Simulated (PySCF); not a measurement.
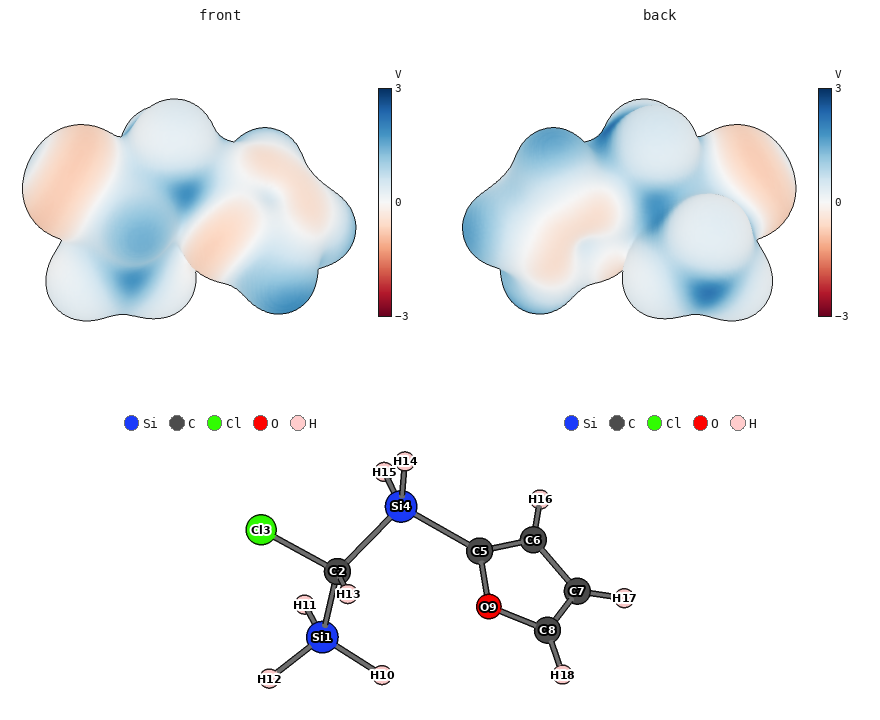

The picture shows: C5H9ClOSi2. The molecular electrostatic potential painted on the density surface at 0.004 e/bohr³, seen from the front and from behind; the colour scale runs from red (negative) to blue (positive). The bare structure is drawn below in the same view.

Geometry: GFN2-xTB.

These are results of PBE0/pcSseg-1, SCF density, gas phase, non-relativistic in PySCF, not measurements.

```xyz
18

Si   -2.2932    0.3704   -1.1084
C    -1.9708   -0.2669    0.6641
Cl   -3.4347    0.1433    1.6300
Si   -0.4704    0.4364    1.6099
C     1.0331    0.0037    0.5837
C     2.2384    0.6183    0.3758
C     2.9693   -0.1999   -0.5129
C     2.1587   -1.2599   -0.7852
O     0.9960   -1.1483   -0.1319
H    -1.1635   -0.0178   -1.9523
H    -2.4256    1.8240   -1.0444
H    -3.5291   -0.2412   -1.5940
H    -1.9295   -1.3562    0.6646
H    -0.4078   -0.1851    2.9375
H    -0.5828    1.8913    1.7179
H     2.5544    1.5439    0.8115
H     3.9539   -0.0266   -0.8968
H     2.2948   -2.1229   -1.4074
```

**Describe the electrostatic potential map.**

The most negative region (about −0.7 V) lies over Cl3, the most positive (about +2.1 V) over Si1 and Si4. Cl3 shows a σ-hole: about +0.5 V at the tip opposite its bond, against about −0.6 V on its flanks.

**How polar is the molecule by this calculation?**

Its dipole moment is 2.74 D.
